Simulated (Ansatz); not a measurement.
# One shape, several levels: SiH4S (Si(SH)H3)

Wanted: a comparison of 6 runs (HF/STO-3G, BHLYP/STO-3G, CAM-B3LYP/STO-3G, PBE0/STO-3G, SVWN5/STO-3G, CCSDT(Q)/STO-3G) of SiH4S (Si(SH)H3). 

Program for the calculation: Ansatz 0.2.0.

54 further runs of the same task are left out: 54 set aside as unsound or not needed.

**1. The system as given**

The species is SiH4S (6 atoms), meant as a singlet with charge 0. As SMILES, `[H][Si]([H])([H])S`. The H6–Si1 distance was set to 2.186 Å, away from the relaxed value. At this shape a bond of the SMILES string is far longer than usual.

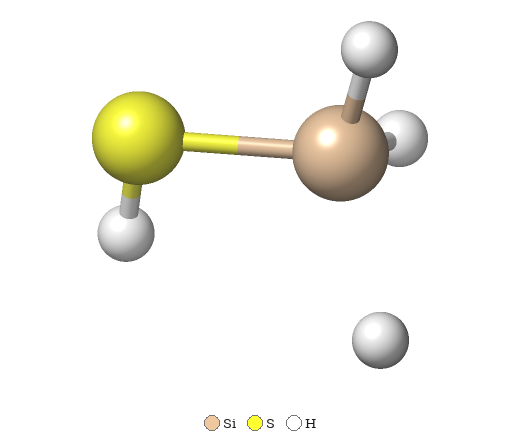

Viewed from a chosen angle; silicon light orange, sulfur yellow, hydrogen white.

**2. A single-point energy at HF/STO-3G (run 1)**

Input file in.yaml:

```yaml
crystal:
  periodic: [false, false, false]
  atoms:
    - {symbol: Si, position_ang: [0.552261, 0.590732, -0.340863]}
    - {symbol: S, position_ang: [0.604771, 0.625092, 1.805187]}
    - {symbol: H, position_ang: [-0.705759, 0.665182, 1.998957]}
    - {symbol: H, position_ang: [1.957061, 0.584582, -0.706233]}
    - {symbol: H, position_ang: [-0.152179, 1.785872, -0.786443]}
    - {symbol: H, position_ang: [-0.500900, -1.225100, -0.952020]}
basis:
  gaussian:
    orbitals: STO-3G
hamiltonian:
  xc: hf
accuracy: high
```

Run with:

```sh
$ ansatz run in.yaml --threads 1 --pin off --max-ram 2610MiB --events-out events.jsonl --progress --plain --runs-dir runs
```

Standard output:

```text
Warning: RAYON_NUM_THREADS=1 ignored (pool sized by the plan → 1); use --threads N
Functional definition: HF
  name "HF"
  exchange = exact_x
  correlation = 0
388 factors; integrals over basis functions are off by at most 1.4e-8 eV
mean field evaluation 1: about -18528.5411 eV, gradient 1.7e1 eV
mean field evaluation 2: about -18528.5488 eV, gradient 1.7e1 eV
mean field evaluation 4: about -18530.1709 eV, gradient 7.5e-1 eV
mean field evaluation 8: about -18530.1735 eV, gradient 1.9e-5 eV
mean field -18530.17352452 eV, -680.9713168234 hartree, gradient 1.2e-8 eV, S^2 0.000000; 0 other end points of the search recorded, 0 dependent functions left out
reference -18530.17352452 eV, -680.9713168234 hartree; 17, 17 occupied and 5, 5 virtual orbitals, 388 factors
Total energy: -18530.17352452 eV, -680.9713168234 hartree
```

Run time: 0.14 s. Hardware: 1 thread of Arm Neoverse V1, shared host.

**3. A single-point energy at BHLYP/STO-3G (run 2)**

Input file run.yaml:

```yaml
crystal:
  periodic: [false, false, false]
  atoms:
    - {symbol: Si, position_ang: [0.552261, 0.590732, -0.340863]}
    - {symbol: S, position_ang: [0.604771, 0.625092, 1.805187]}
    - {symbol: H, position_ang: [-0.705759, 0.665182, 1.998957]}
    - {symbol: H, position_ang: [1.957061, 0.584582, -0.706233]}
    - {symbol: H, position_ang: [-0.152179, 1.785872, -0.786443]}
    - {symbol: H, position_ang: [-0.500900, -1.225100, -0.952020]}
basis:
  gaussian:
    orbitals: STO-3G
hamiltonian:
  xc: {name: BHLYP}
accuracy: high
```

Run with:

```sh
$ ansatz run run.yaml --threads 1 --pin off --max-ram 2610MiB --events-out events.jsonl --progress --plain --runs-dir runs
```

Standard output:

```text
Warning: RAYON_NUM_THREADS=1 ignored (pool sized by the plan → 1); use --threads N
Functional definition: BHLYP
  name "BHLYP"
  parameter a = 0.5
  exchange = (1 - a)*b88_x + a*exact_x
  correlation = lyp_c
388 factors; integrals over basis functions are off by at most 1.4e-8 eV
mean field evaluation 1: about -18561.9165 eV, gradient 1.9e1 eV
mean field evaluation 2: about -18562.4646 eV, gradient 1.6e1 eV
mean field evaluation 4: about -18563.7374 eV, gradient 2.6e-1 eV
mean field evaluation 8: about -18563.7024 eV, gradient 8.5e-4 eV
mean field evaluation 16: about -18563.7024 eV, gradient 4.3e-8 eV
mean field -18563.70237355 eV, -682.2034792984 hartree, gradient 4.3e-8 eV, S^2 0.000000; 0 other end points of the search recorded, 0 dependent functions left out
reference -18563.70239324 eV, -682.2034800223 hartree; 17, 17 occupied and 5, 5 virtual orbitals, 388 factors
Total energy: -18563.70239324 eV, -682.2034800223 hartree
```

Run time: 1.2 s. Hardware: 1 thread of Arm Neoverse V1, shared host; peak memory 0.099 GiB.

**4. The energy at CAM-B3LYP/STO-3G (run 3)**

Input file input.yaml:

```yaml
crystal:
  periodic: [false, false, false]
  atoms:
    - {symbol: Si, position_ang: [0.552261, 0.590732, -0.340863]}
    - {symbol: S, position_ang: [0.604771, 0.625092, 1.805187]}
    - {symbol: H, position_ang: [-0.705759, 0.665182, 1.998957]}
    - {symbol: H, position_ang: [1.957061, 0.584582, -0.706233]}
    - {symbol: H, position_ang: [-0.152179, 1.785872, -0.786443]}
    - {symbol: H, position_ang: [-0.500900, -1.225100, -0.952020]}
basis:
  gaussian:
    orbitals: STO-3G
magnetization:
  spin_polarized: false
hamiltonian:
  xc: {name: CAM-B3LYP}
accuracy: high
```

Run with:

```sh
$ ansatz run input.yaml --threads 1 --pin off --max-ram 2610MiB --events-out events.jsonl --progress --plain --runs-dir runs
```

Standard output:

```text
Warning: RAYON_NUM_THREADS=1 ignored (pool sized by the plan → 1); use --threads N
Functional definition: CAM-B3LYP
  name "CAM-B3LYP"
  parameter alpha = 0.19
  parameter beta = 0.46
  parameter omega = 0.33/bohr
  parameter ac = 0.81
  exchange = (1 - alpha - beta)*b88_x + beta*b88_x_sr(omega) + alpha*exact_x + beta*exact_x_lr(omega)
  correlation = (1 - ac)*vwn5_c + ac*lyp_c
388 factors; integrals over basis functions are off by at most 1.4e-8 eV
173 factors; integrals over basis functions are off by at most 1.1e-9 eV
mean field evaluation 1: about -18560.6400 eV, gradient 2.0e1 eV
mean field evaluation 2: about -18561.2289 eV, gradient 1.7e1 eV
mean field evaluation 4: about -18562.6512 eV, gradient 2.8e-1 eV
mean field evaluation 8: about -18562.5895 eV, gradient 8.9e-4 eV
mean field evaluation 16: about -18562.5895 eV, gradient 9.5e-8 eV
mean field -18562.58950885 eV, -682.1625822753 hartree, gradient 9.5e-8 eV, S^2 0.000000; 0 other end points of the search recorded, 0 dependent functions left out
reference -18562.58952282 eV, -682.1625827887 hartree; 17, 17 occupied and 5, 5 virtual orbitals, 388 factors
Total energy: -18562.58952282 eV, -682.1625827887 hartree
```

Run time: 1.4 s. Hardware: 1 thread of Arm Neoverse V1, shared host; peak memory 0.1 GiB.

Runs 4 to 5 aren't shown in full; the table further down has their settings and results.

**5. The energy at CCSDT(Q)/STO-3G (run 6)**

Changes to run.yaml since step 3:

```diff
@@ -10,6 +10,5 @@
 basis:
-  gaussian:
-    orbitals: STO-3G
-hamiltonian:
-  xc: {name: BHLYP}
+  gaussian: {orbitals: STO-3G}
+correlation: {method: ccsdt_q, frozen_orbitals: {H: 0, S: 5, Si: 5}}
 accuracy: high
+scf: {omitted_lower_state_checks: [cluster_reference, increment]}
```

Run with:

```sh
$ ansatz run run.yaml --threads 1 --pin off --max-ram 2610MiB --events-out events.jsonl --progress --plain --runs-dir runs
```

Standard output:

```text
Warning: RAYON_NUM_THREADS=1 ignored (pool sized by the plan → 1); use --threads N
[... 11 lines left out ...]
10 core orbitals not correlated: weight in the atoms' cores, before any rotation towards them, 1.000 or more for the frozen orbitals, at most 0.000 for the correlated occupied ones
[... 28 lines left out ...]
Total energy: -18533.77016732 eV, -681.1034910083 hartree
Checks for a lower state left out: cluster_reference, increment
```

It took 0.32 s on 1 thread of Arm Neoverse V1, shared host.

**6. The series**

```csv
run,level,frozen core orbitals,energy (Eh),wall time
1,HF/STO-3G,–,-680.971317,0.14 s
2,BHLYP/STO-3G,–,-682.203480,1.2 s
3,CAM-B3LYP/STO-3G,–,-682.162583,1.4 s
4,PBE0/STO-3G,–,-681.954743,1.3 s
5,SVWN5/STO-3G,–,-679.574507,0.89 s
6,CCSDT(Q)/STO-3G,10,-681.103491,0.32 s
```

**7. Summary of results**

| quantity | value |
| --- | --- |
| run 6: total energy | -681.10349 Eh |
| run 6: correlation energy (10 core orbitals frozen) | -132.2 mEh |
| run 6: T1 diagnostic | 0.009 |

What this shows: Totals of different functionals can't be ranked against each other. In run 6 the log says that unrestricted orbitals would lower the reference, so the values rest on an unstable closed-shell determinant (other closed-shell runs at this shape may share the fault). In runs 1, 2, 3, 4, 5, 6 the basis is minimal, so the values are rough. All runs together took 5.2 s, the longest 1.4 s.
